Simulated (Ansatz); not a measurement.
# Lattice dynamics of Mg2BeN2 (built on the sites of a database entry of BaMg2Sb2), part 2 of 3

Task: relax Mg2BeN2 (built on the sites of a database entry of BaMg2Sb2), then find its harmonic phonons.

Ansatz 0.2.0; DFT PBEsol, scalar-relativistic, plane waves, PAW.

So far. Step 4 (Tight relaxation): The largest force component left is 0.056 meV/Å and the pressure is 0.002 GPa, within the tolerances set. The cell now holds 9.94 Å³/atom. The relaxed cell has a = 3.358, c = 5.088 Å (conventional setting).

The structure was built from a prototype and need not be the compound's stable phase.

### Step 5. Linear response at the zone centre

The zone centre comes first: it holds the modes that light can see, as far as symmetry allows. The response to a homogeneous field gives the Born charges and the dielectric tensor, and its change with displacement the Raman tensors.

input.yaml reads:

```yaml
crystal:
  lattice:
    - [3.3580224891, 2.7e-06, 0.0]
    - [-1.6790135829, 2.908131432, 0.0]
    - [0.0, 0.0, 5.0875578533]
  atoms:
    - { symbol: Be, position: [0.0, 0.0, 0.0] }
    - { symbol: Mg, position: [0.3333333333, 0.6666666667, 0.6874943998] }
    - { symbol: Mg, position: [0.6666666667, 0.3333333333, 0.3125056002] }
    - { symbol: "N", position: [0.3333333333, 0.6666666667, 0.2163585109] }
    - { symbol: "N", position: [0.6666666667, 0.3333333333, 0.7836414891] }
kpoints:
  mp_grid: { grid: [9, 9, 6] }
hamiltonian:
  xc: pbesol
scf:
  occupations: { method: fixed }
output:
  eigenvalues: true
phonons:
  method: dfpt
  dielectric: true
  rigid_motions: translations
  raman: true
```

Launch:

```sh
> ansatz run input.yaml --threads 8 --pin off --max-ram 14336MiB --backend cpu --events-out ev --progress --plain --runs-dir out
```

Numbers of over 12 decimals in the logs are rounded to 6 here.

The program printed:

```text
[...]
Crystal: 5 atoms, lattice volume = 49.683 Å³
Basis set: ecut = 420 eV, 953 PW (Γ), exchange–correlation on 48×48×72 points (8 copies of the dense FFT grid, shifted against one another)
Bands: 21, of which v1, the nominal top of the filled ones, is band 16 counted from 1 (15 counted from 0)
Symmetry: 12 space group operations
k-points: 140 of 486 (irreducible under 2 space group operations, time reversal used)
[...]
SCF iter   1: F=—  HF=-4673.122781 eV  |F-HF|=—  |Δ(HF+E_count)|=         —  Δρ=1.16e-2  dr2=7.11e-2  ethr=1.77e-3  ⟨swp⟩=5.0  Hψ=12440  notcnv=0  defer=410
[...]
SCF iter   8: F=-4673.102539 eV  HF=-4673.102539 eV  |F-HF|=9.09e-13  |Δ(HF+E_count)|=  9.09e-12  Δρ=1.49e-7  dr2=1.04e-11  ethr=1.00e-12  ⟨swp⟩=10.7  Hψ=16589  notcnv=0
SCF 1 converged in 8 iterations: F = -4673.102539 eV  dr2 = 1.04e-11
[...]
NSCF: frozen V_eff on 4 k-points
DFPT response loops at Γ: preconditioner auto → Resta (q_TF=auto, 2.535 Å⁻¹)  ε∞=6.7 (no band partly filled); β = 1.00, the filter's whole step (`scf.mixing.beta` (0.50) is not read by the response loops at its default; to damp them type it under 1.00, their step now; it binds the ground state too); Broyden in place of MSR1
── the response to a field inside a basis, on 12×12×8 k-points: an SCF that follows is theirs, and a resumed run solves both again ──
Bands: 17, of which v1, the nominal top of the filled ones, is band 16 counted from 1 (15 counted from 0)
k-points: 312
[...]
Eigensolver: Dense (312 Hₖ)
SCF iter   1: F=—  HF=-4673.102512 eV  |F-HF|=—  |Δ(HF+E_count)|=         —  Δρ=3.09e-4  dr2=7.98e-6  ethr=1.00e-1
[...]
SCF iter   5: F=-4673.102519 eV  HF=-4673.102519 eV  |F-HF|=9.09e-12  |Δ(HF+E_count)|=   1.13e-9  Δρ=2.53e-7  dr2=2.20e-11  ethr=5.33e-12
SCF 1 converged in 5 iterations: F = -4673.102519 eV  dr2 = 2.20e-11
[...]
WARN: field response: ε∞ stands inside a basis, on 12×12×8 points; the force constants stand on the 9×9×6 k-mesh, whose period is 10.00 times the interband length at k = (0.0000, 0.0000, 0.0000), direct gap 1.355 eV, under 14: take them and everything formed from them as unconverged, and compare with a denser kpoints.mp_grid
SCF converged after 8 iterations
Free energy (F): -4673.102539 eV
[...]
Internal energy: -4673.102539 eV  (E = F + TS)
E sigma→0 (E₀):  -4673.102539 eV
Fermi energy:    8.648279 eV
[...]
--- Band table (eV; the first three rows and the last of 140) ---
  k-point 0: bands = [... 12 lower, 6.9946, 7.3213, 7.3213, 8.6483, 10.0036, 11.8983, 14.9229, 14.9229, ... 1 higher]
  k-point 1: bands = [... 12 lower, 7.0156, 7.3042, 7.3042, 7.8389, 10.6744, 11.9636, 14.8745, 14.8745, ... 1 higher]
  k-point 2: bands = [... 12 lower, 7.0689, 7.0689, 7.2575, 7.2575, 11.3730, 12.2885, 14.7846, 14.7846, ... 1 higher]
  k-point 139: bands = [... 12 lower, 4.9893, 5.6799, 7.4968, 7.5196, 12.4673, 13.7476, 15.1895, 15.3318, ... 1 higher]
--- Phonons (Γ-DFPT): 6 representative perturbations + reference, on 140 of 486 k-points (Σ response iterations 17) ---
  k mesh reduced under 2 symmetry operations, with k and −k counted as one. Each operation leaves every solved perturbation unchanged. A smaller set is not considered because the run solves the response to a homogeneous field
  ASR residual: 1.167e-4 → 0.000e0 eV/Å²; symmetrization residual: 1.603e-4 eV/Å²
  ASR residual per site (eV/Å²): 1.17e-4 7.05e-5 7.05e-5 1.01e-4 1.01e-4
  Γ frequencies (cm⁻¹): -212.52 -212.52 -138.27 0.00 0.00 0.00 263.10 263.10 295.51 488.14 565.23 605.61 605.61 605.71 605.71
  ε∞ (high-frequency dielectric tensor):
        6.205403     0.000000    -0.000000
        0.000000     6.205403     0.000000
       -0.000000     0.000000     7.074467
  softest optical mode at Γ: -212.52 cm⁻¹; the repairs (sum rule, projections) moved no ω² at Γ by more than (8.72 cm⁻¹)²
  Born effective charges Z* (e; rows j = field, columns β = displacement):
    site 0:
         2.64247   -0.00000   -0.00000
        -0.00000    2.64247    0.00000
         0.00000   -0.00000    1.82285
    site 1:
         1.57932   -0.00000    0.00000
        -0.00000    1.57932    0.00000
        -0.00000    0.00000    2.07637
    site 2:
         1.57932   -0.00000    0.00000
        -0.00000    1.57932    0.00000
        -0.00000    0.00000    2.07637
    site 3:
        -2.90055    0.00000   -0.00000
         0.00000   -2.90055   -0.00000
         0.00000   -0.00000   -2.98779
    site 4:
        -2.90055    0.00000    0.00000
         0.00000   -2.90055   -0.00000
        -0.00000   -0.00000   -2.98779
  Z* charge neutrality: 1.085e-2 e pre-enforcement
  solved inside a basis spanned on kpoints, on 12×12×8 k-points transformed towards the longest dipole: ε∞ is read to err by 3.2e-2, Z* by 3.0e-2 e (field_mesh: kpoints solves on kpoints); Z* is corrected for what the basis lacks
  Raman tensors (in the event stream and the table raman_tensors.tsv): an entry may err by 2.6e0 Å², one of the second-order susceptibility by 4.3e-20 pm/V (basis, points and sum rule); their sum over the sites missed zero by 3.553e-15 Å² ahead of its enforcement
  optical modes at Γ without the LO–TO term, one row a degenerate level:
      ω (cm⁻¹)  modes    IR ((D/Å)²/amu)  static Raman (Å⁴/amu)  depolarisation
       -212.52      2            62.9709                 0.0000               —
       -138.27      1            42.1314                 0.0000               —
        263.10      2             0.0000                 0.3436           0.750
        295.51      1             0.0000                72.6921           0.194
        488.14      1             0.0000               639.5340           0.059
        565.23      1             3.9663                 0.0000               —
        605.61      2             0.0000                41.0228           0.750
        605.71      2            37.6792                 0.0000               —
  optical modes at Γ + LO–TO along q̂ = [1.0000, 0.0000, 0.0000]:
      ω (cm⁻¹)  modes    IR ((D/Å)²/amu)  static Raman (Å⁴/amu)  depolarisation
       -212.52      1            31.4854                 0.0000               —
       -138.27      1            42.1314                 0.0000               —
        263.10      2             0.0000                 0.3436           0.750
        295.51      1             0.0000                72.6921           0.194
        317.81      1            12.0069                 0.0000               —
        488.14      1             0.0000               639.5340           0.059
        565.23      1             3.9663                 0.0000               —
        605.61      2             0.0000                41.0228           0.750
        605.71      1            18.8396                 0.0000               —
        754.23      1            38.3181                 0.0000               —
  optical modes at Γ + LO–TO along q̂ = [0.0000, 1.0000, 0.0000]:
      ω (cm⁻¹)  modes    IR ((D/Å)²/amu)  static Raman (Å⁴/amu)  depolarisation
       -212.52      1            31.4854                 0.0000               —
       -138.27      1            42.1314                 0.0000               —
        263.10      2             0.0000                 0.3436           0.750
        295.51      1             0.0000                72.6921           0.194
        317.81      1            12.0069                 0.0000               —
        488.14      1             0.0000               639.5340           0.059
        565.23      1             3.9663                 0.0000               —
        605.61      2             0.0000                41.0228           0.750
        605.71      1            18.8396                 0.0000               —
        754.23      1            38.3181                 0.0000               —
  optical modes at Γ + LO–TO along q̂ = [0.0000, 0.0000, 1.0000]:
      ω (cm⁻¹)  modes    IR ((D/Å)²/amu)  static Raman (Å⁴/amu)  depolarisation
       -212.52      2            62.9709                 0.0000               —
        263.10      2             0.0000                 0.3436           0.750
        295.51      1             0.0000                72.6921           0.194
        441.69      1            23.1221                 0.0000               —
        488.14      1             0.0000               639.5340           0.059
        605.61      2             0.0000                41.0228           0.750
        605.71      2            37.6792                 0.0000               —
        620.48      1            22.9755                 0.0000               —
```

The job ended after 3.9 min (8 threads of Arm Neoverse V2, shared host; peak memory 2.9 GiB; 30 min of CPU time).

In the SCF lines HF is the Harris–Foulkes energy and dr2 the Hartree energy of the density residual, in eV; the loop may stop once dr2 is under the threshold and the program's other checks hold. Hψ counts applications of the Hamiltonian.

Numbers from this step:

* sum-rule residual before enforcement: 1.17e-4 eV/Å²
* miss of the charge sum rule: 0.01085 e
* estimated error of the dielectric tensor: 0.03198
* estimated error of the Born charges: 0.03033 e
* point group: -3m
* highest optical mode at the zone centre (no LO-TO term): 605.7 cm⁻¹
* lowest optical zone-centre mode: -212.5 cm⁻¹
* mean high-frequency dielectric constant: 6.495
* largest Born charge (third of the trace): -2.930 e
* top of the zone-centre spectrum with the field: 754.2 cm⁻¹

Without the LO-TO term. Patterns of degenerate modes are one choice out of their space. The modes at Γ (shares of kinetic energy by element, %) (negative means imaginary):

| mode | frequency (cm⁻¹) | symmetry | Be % | Mg % | N % |
| --- | --- | --- | --- | --- | --- |
| 1 | -212.5 | Eu | 85 | 1 | 14 |
| 2 | -212.5 | Eu | 85 | 1 | 14 |
| 3 | -138.3 | A2u | 3 | 30 | 67 |
| 4 | 0.0 | acoustic | 11 | 57 | 33 |
| 5 | 0.0 | acoustic | 11 | 57 | 33 |
| 6 | 0.0 | acoustic | 11 | 57 | 33 |
| 7 | 263.1 | Eg | 0 | 61 | 39 |
| 8 | 263.1 | Eg | 0 | 61 | 39 |
| 9 | 295.5 | A1g | 0 | 79 | 21 |
| 10 | 488.1 | A1g | 0 | 21 | 79 |
| 11 | 565.2 | A2u | 87 | 13 | 0 |
| 12 | 605.6 | Eg | 0 | 39 | 61 |
| 13 | 605.6 | Eg | 0 | 39 | 61 |
| 14 | 605.7 | Eu | 5 | 42 | 53 |
| 15 | 605.7 | Eu | 5 | 42 | 53 |

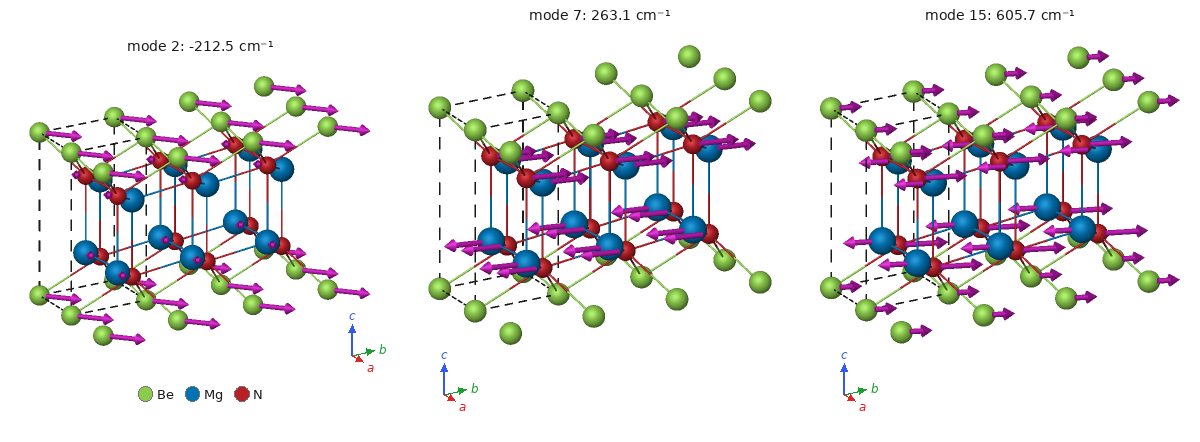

Displacement patterns of modes 2, 7 and 15 at Γ; arrows are exaggerated. Bonds to atoms that aren't drawn are left out. 2×3×1 cells are drawn. Some periodic images of atoms are drawn too.

Optical modes at the zone centre, without and with the macroscopic field of the longitudinal modes; each column is sorted by frequency, so a row need not hold one and the same mode. Modes with and without the field, by row:

| rank among optical modes | no field (cm⁻¹) | q along (1, 0, 0) (cm⁻¹) | q along (0, 0, 1) (cm⁻¹) |
| --- | --- | --- | --- |
| 1 | -212.5 | -212.5 | -212.5 |
| 2 | -212.5 | -138.3 | -212.5 |
| 3 | -138.3 | 263.1 | 263.1 |
| 4 | 263.1 | 263.1 | 263.1 |
| 5 | 263.1 | 295.5 | 295.5 |
| 6 | 295.5 | 317.8 | 441.7 |
| 7 | 488.1 | 488.1 | 488.1 |
| 8 | 565.2 | 565.2 | 605.6 |
| 9 | 605.6 | 605.6 | 605.6 |
| 10 | 605.6 | 605.6 | 605.7 |
| 11 | 605.7 | 605.7 | 605.7 |
| 12 | 605.7 | 754.2 | 620.5 |

Born charge (rows field, columns displacement) (e), principal values of the symmetric part by kind of site:

| atom | atoms with these values | low | middle | high | mean |
| --- | --- | --- | --- | --- | --- |
| Be1 | 1 | 1.82 | 2.64 | 2.64 | 2.37 |
| Mg2 | 2 | 1.58 | 1.58 | 2.08 | 1.74 |
| N4 | 2 | -2.99 | -2.90 | -2.90 | -2.93 |

In full for N4:

```
-2.90  0.00  0.00
 0.00 -2.90  0.00
 0.00  0.00 -2.99
```

High-frequency dielectric tensor:

```
6.21 0.00 0.00
0.00 6.21 0.00
0.00 0.00 7.07
```

Transverse modes; imaginary modes are left out. Infrared lines, with heights relative to the strongest:

| position (cm⁻¹) | lines merged | relative intensity |
| --- | --- | --- |
| 263 | 1 | 0.0 |
| 296 | 1 | 0.0 |
| 488 | 1 | 0.0 |
| 565 | 1 | 11 |
| 606 | 2 | 100 |

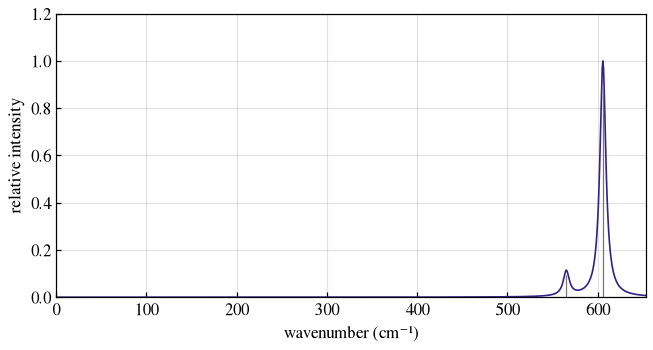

The infrared spectrum, broadened with Lorentzians of width 8 cm⁻¹; bars mark the lines.

Activity x (w_L - w)^4 (n + 1)/w, 532 nm, 300 K; imaginary modes are left out; the tensors are static ones, while 532 nm light lies above the computed direct gap, where resonance would change the heights; modes without the macroscopic field alone. Raman lines, with heights relative to the strongest:

| position (cm⁻¹) | lines merged | relative intensity |
| --- | --- | --- |
| 263 | 1 | 0.1 |
| 296 | 1 | 23 |
| 488 | 1 | 100 |
| 565 | 1 | 0.0 |
| 606 | 2 | 4.8 |

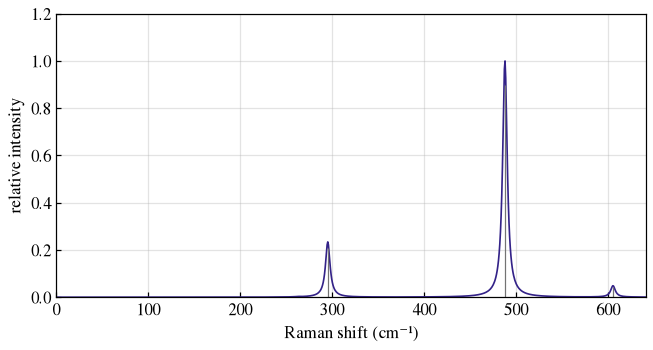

The Raman spectrum, broadened with Lorentzians of width 6 cm⁻¹; bars mark the lines.

Before it was imposed, the acoustic sum rule was missed by 1.2e-4 eV/Å² and the charge sum rule by 0.011 e. Small misses are needed for a sound result but don't prove that mesh and cutoff are converged. The lowest optical mode is imaginary, 212.5i cm⁻¹, so the energy falls along it.

The log warns of the k mesh: “the force constants stand on the 9×9×6 k-mesh, whose period is 10.00 times the interband length at k = (0.0000, 0.0000, 0.0000), direct gap 1.355 eV, under 14: take them and everything formed from them as unconverged”.

[end of part 2 of 3]

[Logs are printed without paths, hosts, clocks, repeated set-up lines and the standing remarks that a program may print on its own settings, such as how far it seeks lower states.]

[Hosts, paths, dates, database ids (printed as entryN), source tags and the programs' standing remarks are cut or masked in the printed files.]
